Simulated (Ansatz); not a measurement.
# HNO2F+ (SMILES OF.N#[O+]): a chain of runs

We compute a series of 79 runs (B97M-V/cc-pVTZ, PBEsol-D4/cc-pVTZ, PBE/cc-pVTZ, rPW86-PBE-D3(BJ)/cc-pVTZ, wB97X-V/cc-pVTZ, SVWN5/cc-pVTZ, rPW86-PBE-D4/cc-pVTZ, r2SCAN50-D4/cc-pVTZ, and more) of FHNO2 and its partners. 

The calculation is run with Ansatz 0.2.0.

### 1 The system as given

HNO2F+: 5 atoms, total charge +1, spin state singlet. SMILES: `OF.N#[O+]`. Geometry: relaxed at GFN2-xTB.

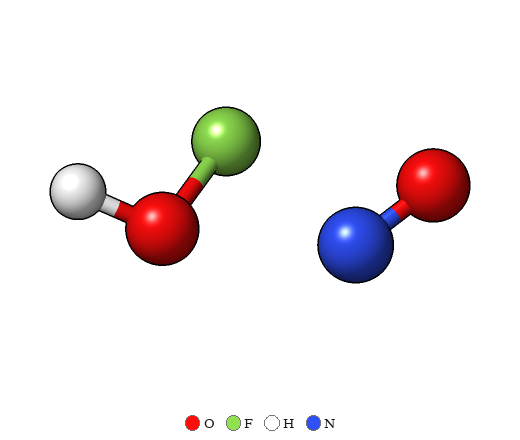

The structure, seen from a chosen angle (oxygen red, fluorine green, hydrogen white, nitrogen blue).

### 2 The energy at B97M-V/cc-pVTZ (run 1)

Contents of input.yaml:

```yaml
crystal:
  periodic: [false, false, false]
  atoms:
    - {symbol: O, position_ang: [0.823930, -1.020110, 0.340200]}
    - {symbol: F, position_ang: [-0.245500, -0.181210, 0.596820]}
    - {symbol: H, position_ang: [0.614210, -1.849110, 0.819800]}
    - {symbol: "N", position_ang: [-0.361160, 1.068250, -1.022970]}
    - {symbol: O, position_ang: [-0.831480, 1.982190, -0.733840]}
basis:
  gaussian:
    orbitals: cc-pVTZ
total_charge: 1
hamiltonian:
  xc: {name: B97M-V}
```

Launch:

```
$ ansatz run input.yaml --threads 1 --pin off --max-ram 2610MiB --events-out events.jsonl --progress --plain --runs-dir runs
```

Standard output:

```text
Warning: RAYON_NUM_THREADS=1 ignored (pool sized by the plan → 1); use --threads N
Functional definition: B97M-V
  name "B97M-V"
  parameter cx00 = 1.000
  parameter cx01 = 1.308
  parameter cx02 = 1.901
  parameter cx10 = 0.416
  parameter cx11 = 3.070
  parameter css00 = 1.000
  parameter css02 = -1.855
  parameter css10 = -5.668
  parameter css32 = -20.497
  parameter css42 = -20.364
  parameter cos00 = 1.000
  parameter cos01 = 1.573
  parameter cos03 = -6.298
  parameter cos10 = 2.535
  parameter cos32 = -6.427
  parameter b = 6.0
  parameter c = 0.01
  gx(w, u) = cx00 + cx01*u + cx02*u^2 + (cx10 + cx11*u)*w
  gss(w, u) = css00 + css02*u^2 + css10*w + (css32*w^3 + css42*w^4)*u^2
  gos(w, u) = cos00 + cos01*u + cos03*u^3 + cos10*w + cos32*w^3*u^2
  exchange = spin_sum(e_x_unif_s*gx(b97_w, b97_u_x))
  correlation = spin_sum(e_c_pw_mod_same_spin*gss(b97_w, b97_u_same))
      + integral(e_c_pw_mod_opposite_spin*gos(b97_w_opposite, b97_u_opposite)) + vv10(b, c)
715 factors; their error is unknown
mean field evaluation 1: about -8297.5891 eV, gradient 5.9e1 eV
mean field evaluation 2: about -8157.0316 eV, gradient 2.0e2 eV
mean field evaluation 4: about -8301.7342 eV, gradient 2.7e1 eV
mean field evaluation 8: about -8303.0169 eV, gradient 3.1e-1 eV
mean field evaluation 16: about -8302.9829 eV, gradient 7.6e-5 eV
mean field -8302.98288767 eV, -305.1289931581 hartree, gradient 1.2e-5 eV, S^2 0.000000; 1 other end points of the search recorded, 0 dependent functions left out
reference -8302.98291356 eV, -305.1289941094 hartree; 16, 16 occupied and 118, 118 virtual orbitals, 715 factors
Total energy: -8302.98291356 eV, -305.1289941094 hartree
```

Run time: 11 s. Hardware: 1 thread of Intel Xeon at 2.50GHz (Skylake/Cascade Lake), shared host; peak memory 0.16 GiB.

### 3 HOF: a single-point energy at B97M-V/cc-pVTZ (run 2)

Contents of run.yaml:

```yaml
crystal:
  periodic: [false, false, false]
  atoms:
    - {symbol: O, position_ang: [0.823930, -1.020110, 0.340200]}
    - {symbol: F, position_ang: [-0.245500, -0.181210, 0.596820]}
    - {symbol: H, position_ang: [0.614210, -1.849110, 0.819800]}
basis:
  gaussian:
    orbitals: cc-pVTZ
hamiltonian:
  xc: {name: B97M-V}
```

Launch:

```
$ ansatz run run.yaml --threads 1 --pin off --max-ram 2610MiB --events-out events.jsonl --progress --plain --runs-dir runs
```

Standard output, cut to the lines that bear on the results:

```text
Warning: RAYON_NUM_THREADS=1 ignored (pool sized by the plan → 1); use --threads N
[... 2 set-up lines as earlier in the session ...]
[...]
  gx(w, u) = cx00 + cx01*u + cx02*u^2 + (cx10 + cx11*u)*w
  gss(w, u) = css00 + css02*u^2 + css10*w + (css32*w^3 + css42*w^4)*u^2
  gos(w, u) = cos00 + cos01*u + cos03*u^3 + cos10*w + cos32*w^3*u^2
[...]
      + integral(e_c_pw_mod_opposite_spin*gos(b97_w_opposite, b97_u_opposite)) + vv10(b, c)
373 factors; their error is unknown
[...]
mean field -4776.70747575 eV, -175.5407619651 hartree, gradient 6.9e-5 eV, S^2 0.000000; 0 other end points of the search recorded, 0 dependent functions left out
reference -4776.70749604 eV, -175.5407627110 hartree; 9, 9 occupied and 65, 65 virtual orbitals, 373 factors
Total energy: -4776.70749604 eV, -175.5407627110 hartree
```

It took 3.9 s on 1 thread of Intel Xeon at 2.50GHz (Skylake/Cascade Lake), shared host; peak memory 0.11 GiB.

Runs 3 to 15 aren't shown in full; the table further down has their settings and results.

### 4 HOF among ghost functions: the energy at B97M-V/cc-pVTZ (with ghost functions) (run 16)

Contents of input.yaml:

```yaml
crystal:
  periodic: [false, false, false]
  atoms:
    - {symbol: O, position_ang: [0.823930, -1.020110, 0.340200]}
    - {symbol: F, position_ang: [-0.245500, -0.181210, 0.596820]}
    - {symbol: H, position_ang: [0.614210, -1.849110, 0.819800]}
basis:
  gaussian:
    orbitals: cc-pVTZ
    ghost_atoms: [{symbol: N, position_ang: [-0.887140, 2.413570, -1.797780]}, {symbol: O, position_ang: [-1.357460, 3.327510, -1.508650]}]
hamiltonian: {xc: {name: B97M-V}}
```

Launch:

```
$ ansatz run input.yaml --threads 1 --pin off --max-ram 2610MiB --events-out events.jsonl --progress --plain --runs-dir runs
```

Standard output, cut to the lines that bear on the results:

```text
Warning: RAYON_NUM_THREADS=1 ignored (pool sized by the plan → 1); use --threads N
[... 2 set-up lines as earlier in the session ...]
[...]
  gx(w, u) = cx00 + cx01*u + cx02*u^2 + (cx10 + cx11*u)*w
  gss(w, u) = css00 + css02*u^2 + css10*w + (css32*w^3 + css42*w^4)*u^2
  gos(w, u) = cos00 + cos01*u + cos03*u^3 + cos10*w + cos32*w^3*u^2
[...]
      + integral(e_c_pw_mod_opposite_spin*gos(b97_w_opposite, b97_u_opposite)) + vv10(b, c)
670 factors; their error is unknown
[...]
mean field -4776.71298178 eV, -175.5409643081 hartree, gradient 4.3e-5 eV, S^2 0.000000; 0 other end points of the search recorded, 0 dependent functions left out
reference -4776.71300928 eV, -175.5409653186 hartree; 9, 9 occupied and 125, 125 virtual orbitals, 670 factors
Total energy: -4776.71300928 eV, -175.5409653186 hartree
```

It took 6.3 s on 1 thread of Intel Xeon at 2.50GHz (Skylake/Cascade Lake), shared host; peak memory 0.15 GiB.

Runs 17 to 78 aren't shown in full; the table further down has their settings and results.

### 5 NO+ among ghost functions: the energy at B3LYP/cc-pVTZ (with ghost functions) (run 79)

Contents of molecule.yaml:

```yaml
crystal:
  periodic: [false, false, false]
  atoms:
    - {symbol: "N", position_ang: [-0.361160, 1.068250, -1.022970]}
    - {symbol: O, position_ang: [-0.831480, 1.982190, -0.733840]}
basis:
  gaussian:
    orbitals: cc-pVTZ
    ghost_atoms: [{symbol: O, position_ang: [0.823930, -1.020110, 0.340200]}, {symbol: F, position_ang: [-0.245500, -0.181210, 0.596820]}, {symbol: H, position_ang: [0.614210, -1.849110, 0.819800]}]
total_charge: 1
hamiltonian:
  xc: {name: B3LYP}
```

Launch:

```
$ ansatz run molecule.yaml --threads 1 --pin off --max-ram 2610MiB --events-out events.jsonl --progress --plain --runs-dir runs
```

Standard output:

```text
Warning: RAYON_NUM_THREADS=1 ignored (pool sized by the plan → 1); use --threads N
Functional definition: B3LYP
  name "B3LYP"
  parameter a0 = 0.2
  parameter ax = 0.72
  parameter ac = 0.81
  exchange = (1 - a0 - ax)*slater_x + ax*b88_x + a0*exact_x
  correlation = (1 - ac)*vwn_rpa_c + ac*lyp_c
683 factors; their error is unknown
mean field evaluation 1: about -3521.8522 eV, gradient 5.8e1 eV
mean field evaluation 2: about -3504.9469 eV, gradient 1.1e2 eV
mean field evaluation 4: about -3526.2163 eV, gradient 1.4e0 eV
mean field evaluation 8: about -3526.2199 eV, gradient 6.8e-3 eV
mean field -3526.21985309 eV, -129.5861894436 hartree, gradient 5.0e-5 eV, S^2 0.000000; 0 other end points of the search recorded, 0 dependent functions left out
reference -3526.21996162 eV, -129.5861934316 hartree; 7, 7 occupied and 127, 127 virtual orbitals, 683 factors
Total energy: -3526.21996162 eV, -129.5861934316 hartree
```

It took 3.3 s on 1 thread of Intel Xeon at 2.50GHz (Skylake/Cascade Lake), shared host; peak memory 0.17 GiB.

### 6 Overview of the runs

```
run                                            level         contact  fragment atoms               partner  energy (Eh)  wall time
  1                                   B97M-V/cc-pVTZ               –               –                  base  -305.128994       11 s
  2                                   B97M-V/cc-pVTZ            base       (1, 2, 3)              fragment  -175.540763      3.9 s
  3            B97M-V/cc-pVTZ (with ghost functions)            base       (1, 2, 3)  fragment with ghosts  -175.541580      8.8 s
  4                                   B97M-V/cc-pVTZ            base          (4, 5)              fragment  -129.559252      2.5 s
  5            B97M-V/cc-pVTZ (with ghost functions)            base          (4, 5)  fragment with ghosts  -129.559326      7.5 s
  6                                   B97M-V/cc-pVTZ               –               –         contact x 0.9  -305.122030       11 s
  7            B97M-V/cc-pVTZ (with ghost functions)   contact x 0.9       (1, 2, 3)  fragment with ghosts  -175.541688      9.3 s
  8            B97M-V/cc-pVTZ (with ghost functions)   contact x 0.9          (4, 5)  fragment with ghosts  -129.559341      7.5 s
  9                                   B97M-V/cc-pVTZ               –               –        contact x 1.15  -305.129505       16 s
 10            B97M-V/cc-pVTZ (with ghost functions)  contact x 1.15       (1, 2, 3)  fragment with ghosts  -175.541425      8.1 s
 11            B97M-V/cc-pVTZ (with ghost functions)  contact x 1.15          (4, 5)  fragment with ghosts  -129.559301      8.1 s
 12                                   B97M-V/cc-pVTZ               –               –         contact x 1.4  -305.124772       20 s
 13            B97M-V/cc-pVTZ (with ghost functions)   contact x 1.4       (1, 2, 3)  fragment with ghosts  -175.541215      6.6 s
 14            B97M-V/cc-pVTZ (with ghost functions)   contact x 1.4          (4, 5)  fragment with ghosts  -129.559278      5.4 s
 15                                   B97M-V/cc-pVTZ               –               –         contact x 1.8  -305.121134       57 s
 16            B97M-V/cc-pVTZ (with ghost functions)   contact x 1.8       (1, 2, 3)  fragment with ghosts  -175.540965      6.3 s
 17            B97M-V/cc-pVTZ (with ghost functions)   contact x 1.8          (4, 5)  fragment with ghosts  -129.559255      5.7 s
 18                                PBEsol-D4/cc-pVTZ               –               –                  base  -303.950439      5.4 s
 19                                PBEsol-D4/cc-pVTZ            base       (1, 2, 3)              fragment  -174.897278      1.3 s
 20         PBEsol-D4/cc-pVTZ (with ghost functions)            base       (1, 2, 3)  fragment with ghosts  -174.898289      2.5 s
 21                                PBEsol-D4/cc-pVTZ            base          (4, 5)              fragment  -129.017489     0.78 s
 22         PBEsol-D4/cc-pVTZ (with ghost functions)            base          (4, 5)  fragment with ghosts  -129.017574      2.5 s
 23                                      PBE/cc-pVTZ               –               –                  base  -304.932619      5.1 s
 24                                      PBE/cc-pVTZ            base       (1, 2, 3)              fragment  -175.437624      1.1 s
 25               PBE/cc-pVTZ (with ghost functions)            base       (1, 2, 3)  fragment with ghosts  -175.438681      2.7 s
 26                                      PBE/cc-pVTZ            base          (4, 5)              fragment  -129.462218      0.8 s
 27               PBE/cc-pVTZ (with ghost functions)            base          (4, 5)  fragment with ghosts  -129.462289      2.5 s
 28                         rPW86-PBE-D3(BJ)/cc-pVTZ               –               –                  base  -305.771883      9.6 s
 29                         rPW86-PBE-D3(BJ)/cc-pVTZ            base       (1, 2, 3)              fragment  -175.902723      2.4 s
 30  rPW86-PBE-D3(BJ)/cc-pVTZ (with ghost functions)            base       (1, 2, 3)  fragment with ghosts  -175.903742      6.6 s
 31                         rPW86-PBE-D3(BJ)/cc-pVTZ            base          (4, 5)              fragment  -129.836130      1.5 s
 32  rPW86-PBE-D3(BJ)/cc-pVTZ (with ghost functions)            base          (4, 5)  fragment with ghosts  -129.836219      5.4 s
 33                                  wB97X-V/cc-pVTZ               –               –                  base  -305.113871      9.6 s
 34                                  wB97X-V/cc-pVTZ            base       (1, 2, 3)              fragment  -175.541086      3.3 s
 35           wB97X-V/cc-pVTZ (with ghost functions)            base       (1, 2, 3)  fragment with ghosts  -175.542017      8.4 s
 36                                  wB97X-V/cc-pVTZ            base          (4, 5)              fragment  -129.551873      2.1 s
 37           wB97X-V/cc-pVTZ (with ghost functions)            base          (4, 5)  fragment with ghosts  -129.551950      7.5 s
 38                                    SVWN5/cc-pVTZ               –               –                  base  -303.098711      2.7 s
 39                                    SVWN5/cc-pVTZ            base       (1, 2, 3)              fragment  -174.436139     0.64 s
 40             SVWN5/cc-pVTZ (with ghost functions)            base       (1, 2, 3)  fragment with ghosts  -174.437157      1.5 s
 41                                    SVWN5/cc-pVTZ            base          (4, 5)              fragment  -128.621016     0.41 s
 42             SVWN5/cc-pVTZ (with ghost functions)            base          (4, 5)  fragment with ghosts  -128.621136      1.4 s
 43                             rPW86-PBE-D4/cc-pVTZ               –               –                  base  -305.771763        9 s
 44                             rPW86-PBE-D4/cc-pVTZ            base       (1, 2, 3)              fragment  -175.902739      2.4 s
 45      rPW86-PBE-D4/cc-pVTZ (with ghost functions)            base       (1, 2, 3)  fragment with ghosts  -175.903758        6 s
 46                             rPW86-PBE-D4/cc-pVTZ            base          (4, 5)              fragment  -129.836039      1.4 s
 47      rPW86-PBE-D4/cc-pVTZ (with ghost functions)            base          (4, 5)  fragment with ghosts  -129.836128      5.1 s
 48                              r2SCAN50-D4/cc-pVTZ               –               –                  base  -304.957595        6 s
 49                              r2SCAN50-D4/cc-pVTZ            base       (1, 2, 3)              fragment  -175.465575      2.6 s
 50       r2SCAN50-D4/cc-pVTZ (with ghost functions)            base       (1, 2, 3)  fragment with ghosts  -175.466196      4.8 s
 51                              r2SCAN50-D4/cc-pVTZ            base          (4, 5)              fragment  -129.471705      1.5 s
 52       r2SCAN50-D4/cc-pVTZ (with ghost functions)            base          (4, 5)  fragment with ghosts  -129.471827      4.5 s
 53                                  wB97M-V/cc-pVTZ               –               –                  base  -305.144440      9.6 s
 54                                  wB97M-V/cc-pVTZ            base       (1, 2, 3)              fragment  -175.554875      3.3 s
 55           wB97M-V/cc-pVTZ (with ghost functions)            base       (1, 2, 3)  fragment with ghosts  -175.555889      7.5 s
 56                                  wB97M-V/cc-pVTZ            base          (4, 5)              fragment  -129.568244        2 s
 57           wB97M-V/cc-pVTZ (with ghost functions)            base          (4, 5)  fragment with ghosts  -129.568317      8.4 s
 58                                  wB97M-V/cc-pVTZ               –               –         contact x 0.9  -305.137118      9.6 s
 59           wB97M-V/cc-pVTZ (with ghost functions)   contact x 0.9       (1, 2, 3)  fragment with ghosts  -175.556021      8.8 s
 60           wB97M-V/cc-pVTZ (with ghost functions)   contact x 0.9          (4, 5)  fragment with ghosts  -129.568331      7.5 s
 61                                  wB97M-V/cc-pVTZ               –               –        contact x 1.15  -305.145227      8.7 s
 62           wB97M-V/cc-pVTZ (with ghost functions)  contact x 1.15       (1, 2, 3)  fragment with ghosts  -175.555691      8.4 s
 63           wB97M-V/cc-pVTZ (with ghost functions)  contact x 1.15          (4, 5)  fragment with ghosts  -129.568296      7.5 s
 64                                  wB97M-V/cc-pVTZ               –               –         contact x 1.4  -305.139633      9.3 s
 65           wB97M-V/cc-pVTZ (with ghost functions)   contact x 1.4       (1, 2, 3)  fragment with ghosts  -175.555431      7.5 s
 66           wB97M-V/cc-pVTZ (with ghost functions)   contact x 1.4          (4, 5)  fragment with ghosts  -129.568272      7.5 s
 67                                  wB97M-V/cc-pVTZ               –               –         contact x 1.8  -305.132709      8.7 s
 68           wB97M-V/cc-pVTZ (with ghost functions)   contact x 1.8       (1, 2, 3)  fragment with ghosts  -175.555123      7.8 s
 69           wB97M-V/cc-pVTZ (with ghost functions)   contact x 1.8          (4, 5)  fragment with ghosts  -129.568248        6 s
 70                         B3LYP-D3(BJ)-ATM/cc-pVTZ               –               –                  base  -305.218040      4.2 s
 71                         B3LYP-D3(BJ)-ATM/cc-pVTZ            base       (1, 2, 3)              fragment  -175.605637      1.2 s
 72  B3LYP-D3(BJ)-ATM/cc-pVTZ (with ghost functions)            base       (1, 2, 3)  fragment with ghosts  -175.606567      3.3 s
 73                         B3LYP-D3(BJ)-ATM/cc-pVTZ            base          (4, 5)              fragment  -129.586689     0.74 s
 74  B3LYP-D3(BJ)-ATM/cc-pVTZ (with ghost functions)            base          (4, 5)  fragment with ghosts  -129.586774      3.3 s
 75                                    B3LYP/cc-pVTZ               –               –                  base  -305.215378      4.2 s
 76                                    B3LYP/cc-pVTZ            base       (1, 2, 3)              fragment  -175.604927      1.3 s
 77             B3LYP/cc-pVTZ (with ghost functions)            base       (1, 2, 3)  fragment with ghosts  -175.605857      3.3 s
 78                                    B3LYP/cc-pVTZ            base          (4, 5)              fragment  -129.586109      0.9 s
 79             B3LYP/cc-pVTZ (with ghost functions)            base          (4, 5)  fragment with ghosts  -129.586193      3.3 s
```

### 7 Summary of results

| quantity | value |
| --- | --- |
| NO+ among ghost functions, run 79: total energy | -129.58619 Eh |
| interaction energy of the rigid parts HOF and NO+ (parts in the whole basis, counterpoise; closest atoms 2.33 Å apart), B97M-V/cc-pVTZ | -0.783 eV |
| interaction energy of the rigid parts HOF and NO+ (parts in the whole basis, counterpoise; closest atoms 2.05 Å apart), PBE/cc-pVTZ | -0.861 eV |
| interaction energy of the rigid parts HOF and NO+ (parts in the whole basis, counterpoise; closest atoms 2.05 Å apart), rPW86-PBE-D3(BJ)/cc-pVTZ | -0.869 eV |
| interaction energy of the rigid parts HOF and NO+ (parts in their own basis; closest atoms 2.05 Å apart), rPW86-PBE-D3(BJ)/cc-pVTZ | -0.899 eV |
| interaction energy of the rigid parts HOF and NO+ (parts in the whole basis, counterpoise; closest atoms 2.80 Å apart), wB97M-V/cc-pVTZ | -0.433 eV |
| interaction energy of the rigid parts HOF and NO+ (parts in the whole basis, counterpoise; closest atoms 3.59 Å apart), wB97M-V/cc-pVTZ | -0.254 eV |
| interaction energy of the rigid parts HOF and NO+ (parts in their own basis; closest atoms 2.05 Å apart), B3LYP-D3(BJ)-ATM/cc-pVTZ | -0.700 eV |
| interaction energy of the rigid parts HOF and NO+ (parts in their own basis; closest atoms 2.05 Å apart), B3LYP/cc-pVTZ | -0.662 eV |

In words: At B97M-V/cc-pVTZ: the interaction energy of the rigid parts HOF and NO+ (parts in the whole basis, counterpoise; closest atoms 2.33 Å apart) is −0.78 eV (−18.1 kcal/mol): the parts attract. At PBE/cc-pVTZ: the interaction energy of the rigid parts HOF and NO+ (parts in the whole basis, counterpoise; closest atoms 2.05 Å apart) is −0.86 eV (−19.9 kcal/mol): the parts attract. At rPW86-PBE-D3(BJ)/cc-pVTZ: the interaction energy of the rigid parts HOF and NO+ (parts in the whole basis, counterpoise; closest atoms 2.05 Å apart) is −0.87 eV (−83.8 kJ/mol): the parts attract. The basis-set superposition error is 2.9 kJ/mol. At rPW86-PBE-D3(BJ)/cc-pVTZ: the interaction energy of the rigid parts HOF and NO+ (parts in their own basis; closest atoms 2.05 Å apart) is −0.90 eV (−86.7 kJ/mol): the parts attract. Without counterpoise this holds the superposition error of the basis. At wB97M-V/cc-pVTZ: the interaction energy of the rigid parts HOF and NO+ (parts in the whole basis, counterpoise; closest atoms 2.80 Å apart) is −0.43 eV (−10.0 kcal/mol): the parts attract. Totals of different functionals can't be ranked against each other. All runs together took 8 min, the longest 57 s.
